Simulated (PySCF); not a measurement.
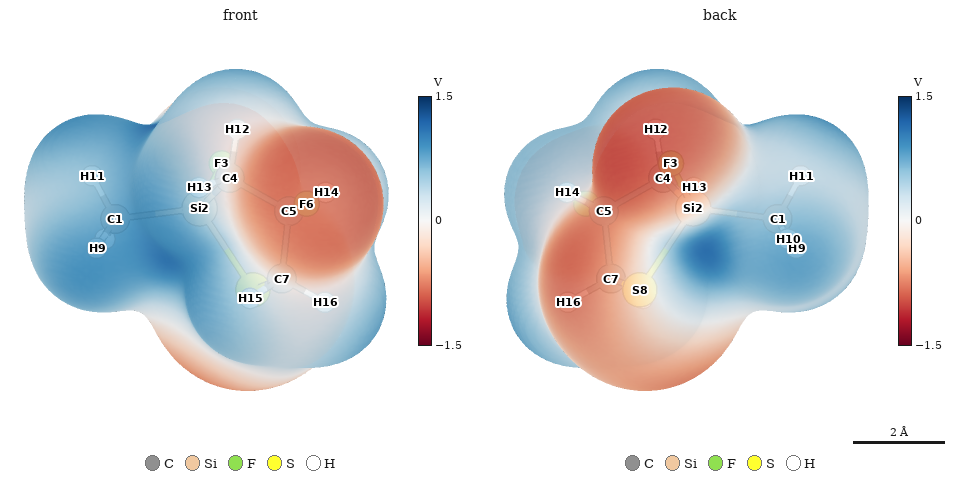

Figure 1: C4H8F2SSi. The electrostatic potential painted on the density surface at 0.001 e/bohr³, seen from the front and from behind; the colour scale runs from red (negative) to blue (positive).

Geometry: GFN2-xTB.

The calculation used PBE0/pcSseg-1, SCF density, gas phase, non-relativistic in PySCF.

Input file:

```
{"job": {"kind": "nmr", "xc": "PBE0", "basis": "pcSseg-1"}, "charge": 0, "multiplicity": 1}
C      2.515505     0.652181    -0.009622
Si     0.978599    -0.377388    -0.380000
F      1.468241    -1.868181    -0.787602
C     -0.341593    -0.540758     0.972336
C     -1.684943    -0.525427     0.257255
F     -2.706846    -0.301184     1.159989
C     -1.719961     0.577001    -0.792601
S     -0.306161     0.383275    -1.928317
H      2.272854     1.668538     0.283052
H      3.148542     0.702862    -0.889963
H      3.094703     0.198732     0.788108
H     -0.233981    -1.450623     1.559246
H     -0.313119     0.300242     1.665551
H     -1.895782    -1.497005    -0.205950
H     -1.654747     1.554539    -0.313670
H     -2.628909     0.532141    -1.389222
```

Run with:

```sh
OMP_NUM_THREADS=1 python probes_run.py task.json out
```

Q: Describe the electrostatic potential map.

A: The most negative region (about −1.0 V, or −23 kcal/mol for a unit charge) lies over F3, the most positive (about +1.1 V, or +25 kcal/mol for a unit charge) over Si2.
